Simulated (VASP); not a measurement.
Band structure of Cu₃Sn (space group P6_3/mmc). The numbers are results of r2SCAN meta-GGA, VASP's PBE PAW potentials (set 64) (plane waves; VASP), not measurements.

Unless said otherwise, spin-orbit coupling is left out, though it shifts the bands of the heavy elements here.

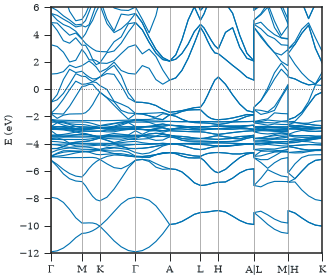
Figure. Bands along high-symmetry lines, zero at the valence-band maximum or, without a gap, the Fermi level

### Question
Read the plot: is there a gap, and where are the band edges?

### Answer
It has no gap at this level: it comes out as a metal or semimetal.

The structure comes from a computed database's Cu3Sn entry (P6_3/mmc); how it stands against other phases isn't given here. It was relaxed first.
